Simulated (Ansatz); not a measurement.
# A hypothetical structure for TaZnNi6, part 2 of 2

Starting from a made-up structure for TaZnNi6, the aim is the relaxed cell, its shortest contacts and, where a second run follows, its electronic structure.

Ansatz 0.2.0; DFT, PBEsol, plane-wave PAW, files of the set soft_1, scalar-relativistic, ferromagnetic start, cell and ions relaxed at zero pressure; PAW set soft_1 (the session's first sound run).

So far: The structure; Relaxing cell and atoms. The relaxed cell has a = 3.598, c = 7.029 Å (conventional setting).

### Step 3. Bands of the relaxed cell

With the geometry fixed, one more self-consistent run, with a narrower smearing and the mesh shown in its input, gives the bands, and its pressure, and its forces where symmetry allows any, show how far the geometry depends on these settings.

This step: DFT, PBEsol, plane-wave PAW, files of the set soft_1, scalar-relativistic, no spin, bands and density of states at the relaxed cell; PAW set soft_1 (Ansatz 0.2.0).

Contents of input.yaml:

```yaml
crystal:
  lattice:
    - [3.5977057884, 0.0, 0.0]
    - [0.0, 3.5977057884, 0.0]
    - [0.0, 0.0, 7.0291256014]
  atoms:
    - { symbol: Ta, position: [0.0, 0.0, 0.5] }
    - { symbol: Zn, position: [0.0, 0.0, 0.0] }
    - { symbol: Ni, position: [0.0, 0.5, 0.7544476098] }
    - { symbol: Ni, position: [0.0, 0.5, 0.2455523902] }
    - { symbol: Ni, position: [0.5, 0.0, 0.7544476098] }
    - { symbol: Ni, position: [0.5, 0.0, 0.2455523902] }
    - { symbol: Ni, position: [0.5, 0.5, 0.5] }
    - { symbol: Ni, position: [0.5, 0.5, 0.0] }
kpoints:
  mp_grid: { grid: [8, 8, 6] }
  band_path:
    path:
      - [[0.0, 0.0, 0.0], [0.0, 0.5, 0.0], [0.5, 0.5, 0.0], [0.0, 0.0, 0.0], [0.0, 0.0, 0.5], [0.0, 0.5, 0.5], [0.5, 0.5, 0.5], [0.0, 0.0, 0.5]]
      - [[0.0, 0.5, 0.0], [0.0, 0.5, 0.5]]
      - [[0.5, 0.5, 0.0], [0.5, 0.5, 0.5]]
    npoints: 8
scf:
  occupations: { method: fermi_dirac, width: 0.03 }
  n_extra_bands: 12
hamiltonian:
  xc: pbesol
  pseudopotentials: { kind: paw, azcp: { folder: soft_1 }, xc_functional: pbe }
output:
  forces: true
  stress: true
  write_bands: true
  dos: { projected: true }
  write_density: true
  write_potential: true
  elf: true
  volumetric_format: npy
```

The run is started by

```sh
ansatz run input.yaml --threads 4 --pin off --max-ram 10240MiB --backend cpu --events-out ev --progress --plain --runs-dir out
```

Numbers of over 12 decimals in the logs are rounded to 6 here.

Output:

```text
[...]
Crystal: 8 atoms, lattice volume = 90.981 Å³
Basis set: ecut = 420 eV, 1751 PW (Γ), exchange–correlation on 50×50×96 points (8 copies of the dense FFT grid, shifted against one another)
Bands: 79, of which v1, the nominal top of the filled ones, is band 67 counted from 1 (66 counted from 0)
Symmetry: 16 space group operations
[...]
k-points: 60 of 384
[...]
SCF iter   1: F=—  HF=-47922.196949 eV  |F-HF|=—  |Δ(HF+E_count)|=         —  Δρ=6.50e-2  dr2=9.29e0  ethr=3.10e-3  ⟨swp⟩=6.0  Hψ=17061  notcnv=0  defer=7
[...]
SCF iter  11: F=-47920.701971 eV  HF=-47920.701971 eV  |F-HF|=6.50e-8  |Δ(HF+E_count)|=   2.73e-8  Δρ=1.25e-5  dr2=8.91e-8  ethr=7.52e-11  ⟨swp⟩=14.0  Hψ=39437  notcnv=0
SCF 1 converged in 11 iterations: F = -47920.701971 eV  dr2 = 8.91e-8
[...]
NSCF: frozen V_eff on 75 k-points
SCF converged after 11 iterations
Free energy (F): -47920.701971 eV
[...]
Internal energy: -47920.682582 eV  (E = F + TS)
E sigma→0 (E₀):  -47920.692276 eV
Entropy (-TS):   -0.019389 eV (-2.424 meV/atom)
Fermi energy:    18.323968 eV
[...]
--- Forces (eV/Å), atoms counted from 1 ---
  atom   1  Ta    -0.00000000     0.00000000     0.00000000
  atom   2  Zn     0.00000000     0.00000000     0.00000000
  atom   3  Ni     0.00000000     0.00000000    -0.00368370
  atom   4  Ni     0.00000000     0.00000000     0.00368370
  atom   5  Ni     0.00000000     0.00000000    -0.00368370
  atom   6  Ni     0.00000000     0.00000000     0.00368370
  atom   7  Ni     0.00000000     0.00000000     0.00000000
  atom   8  Ni     0.00000000     0.00000000     0.00000000
  max |Σ_I F_I| component: 8.87e-29 eV/Å
--- Stress (GPa, compression-positive) ---
        0.043248       0.000000       0.000000
        0.000000       0.043248       0.000000
        0.000000       0.000000      -0.236771
  P = ⅓ Tr σ = -0.0501 GPa (-0.501 kbar)
--- Band table (eV; the first three rows and the last of 60) ---
  k-point 0: bands = [... 63 lower, 18.3297, 18.4154, 18.4154, 19.9646, 20.2522, 20.2522, 20.3887, 20.3887, ... 8 higher]
  k-point 1: bands = [... 63 lower, 18.2599, 18.3281, 18.3296, 19.7533, 19.7533, 19.9663, 20.0773, 21.0174, ... 8 higher]
  k-point 2: bands = [... 63 lower, 17.9911, 18.3284, 18.3293, 19.1739, 19.4586, 19.4586, 19.9698, 21.1040, ... 8 higher]
  k-point 59: bands = [... 63 lower, 17.7769, 18.0772, 18.1426, 18.5543, 18.8818, 18.8818, 19.4965, 19.4965, ... 8 higher]
```

Elapsed: 10 s, on 4 threads of AMD EPYC 9B14 (Zen 4), shared host; peak memory 0.85 GiB; 35 s of CPU time.

This step gave:

* free energy: -47920.7020 eV
* energy at zero smearing: -47920.6923 eV
* smearing term TS: 0.01939 eV
* Fermi energy: 18.32 eV
* pressure: -0.05009 GPa

bands.tsv at the labelled points (eV, zero at the Fermi level; the bands that come nearest the Fermi level along the path):

```tsv
point	band 63	band 64	band 65	band 66	band 67	band 68	band 69	band 70
Γ	0.00	0.01	0.09	0.09	1.64	1.93	1.93	2.06
X	-0.92	-0.86	-0.79	-0.44	0.12	0.85	1.26	1.28
M	-0.42	-0.37	-0.37	-0.27	-0.16	-0.16	-0.08	1.23
Γ	0.00	0.01	0.09	0.09	1.64	1.93	1.93	2.06
Z	-0.40	-0.24	0.00	0.00	0.00	1.05	1.05	1.65
R	-0.71	-0.62	-0.62	-0.53	-0.35	1.00	1.03	1.17
A	-0.75	-0.55	-0.25	-0.18	0.23	0.56	0.56	1.17
Z	-0.40	-0.24	0.00	0.00	0.00	1.05	1.05	1.65
X	-0.92	-0.86	-0.79	-0.44	0.12	0.85	1.26	1.28
R	-0.71	-0.62	-0.62	-0.53	-0.35	1.00	1.03	1.17
M	-0.42	-0.37	-0.37	-0.27	-0.16	-0.16	-0.08	1.23
A	-0.75	-0.55	-0.25	-0.18	0.23	0.56	0.56	1.17
```

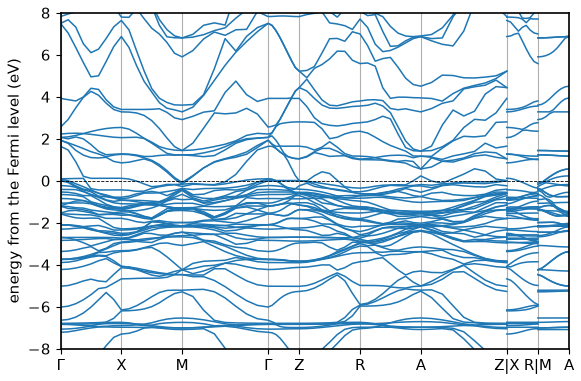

Bands along the path. 28 bands lie wholly below the window drawn.

Counts of states for the cell as run, both spins, by energy window (eV from the Fermi level): Near the top, bands beyond those computed are missing, so counts there can be too low.

```csv
from,to,total
-8,-7,2.42
-7,-6,9.57
-6,-5,2.03
-5,-4,4.89
-4,-3,8.82
-3,-2,16.04
-2,-1,17.90
-1,0,14.75
0,1,2.10
1,2,6.30
2,3,2.87
3,4,3.12
4,5,1.91
5,6,1.48
```

Below -8 eV lie 56.7 more states.

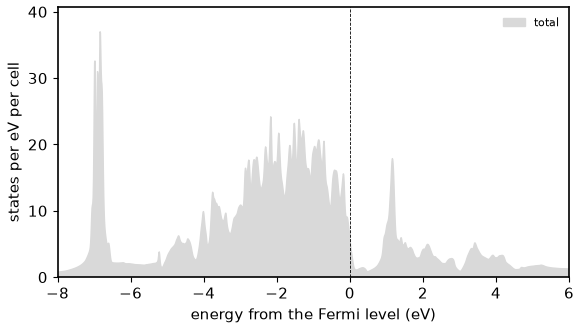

Total density of states, smoothed over about 0.04 eV.

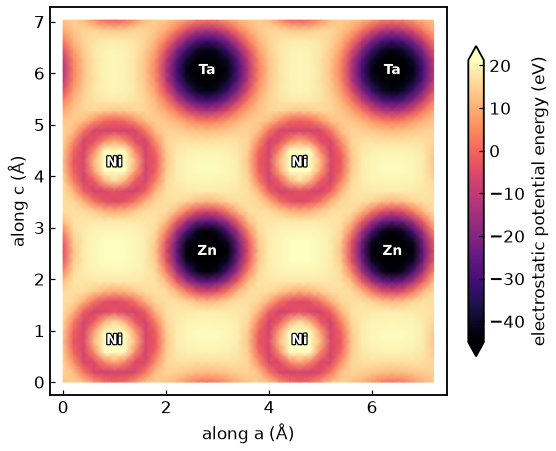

Electrostatic potential energy in the ac plane at fractional y = 0.000, with atoms of Ta and Zn and Ni within 0.2 Å of it. With pseudopotentials it is smooth inside the atoms' cores, unlike the true potential. The map starts off the cell's origin, so that atoms lie inside it.

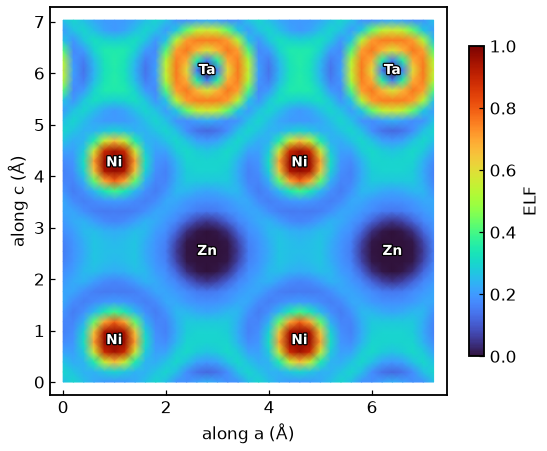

ELF in the ac plane at fractional y = 0.000, with atoms of Ta and Zn and Ni within 0.2 Å of it. It is the smooth field of the valence electrons, not physical close to the nuclei. The map starts off the cell's origin, so that atoms lie inside it.

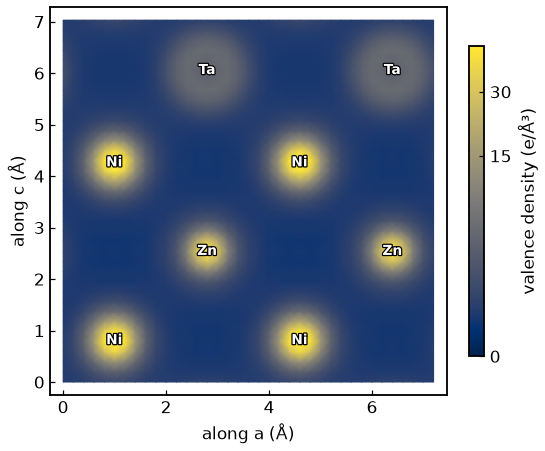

Valence density in the ac plane at fractional y = 0.000, with atoms of Ta and Zn and Ni within 0.2 Å of it. It is the smooth field of the valence electrons, not physical close to the nuclei. The map starts off the cell's origin, so that atoms lie inside it. The colour scale is stretched toward low values.

### Step 4. Results

| Property | Result |
| --- | --- |
| space group, relaxed | P4/mmm |
| conventional cell | a = 3.598, b = 3.598, c = 7.029 Å; α = 90.0°, β = 90.0°, γ = 90.0° |
| volume per atom | 11.37 Å³ (guess 11.51) |
| total moment | 0.00 μB in the cell of 8 atoms |

In words: TaZnNi6 relaxes to P4/mmm with a = 3.598, b = 3.598 and c = 7.029 Å. The guessed volume was near the relaxed one. The space group P4/mmm was held in the relaxation, so the end point is a stationary structure within it and may be a saddle against distortions or other arrangements. The moments died out from this one start and weren't seeded again at the relaxed cell. Bands cross the Fermi level, so it is a metal or semimetal at this level. The electron count is odd, which forces that without spin polarisation or a larger cell. On the 8×8×6 mesh with the narrower smearing (relaxed on 7×7×4) the largest force component is 0.004 eV/Å and the largest stress component is 0.237 GPa, against the relaxation's thresholds of 0.015 eV/Å and 0.05 GPa. The cutoff wasn't tested. Spin-orbit coupling is left out, which can matter for elements this heavy. No dispersion term is used, so weakly bound directions may come out too long. Nothing here tests whether the compound is stable against decomposition.

[Logs are printed without paths, hosts, clocks, repeated set-up lines and the standing remarks that a program may print on its own settings, such as how far it seeks lower states.]

[Hosts, paths, dates, database ids (printed as entryN), source tags and the programs' standing remarks are cut or masked in the printed files.]
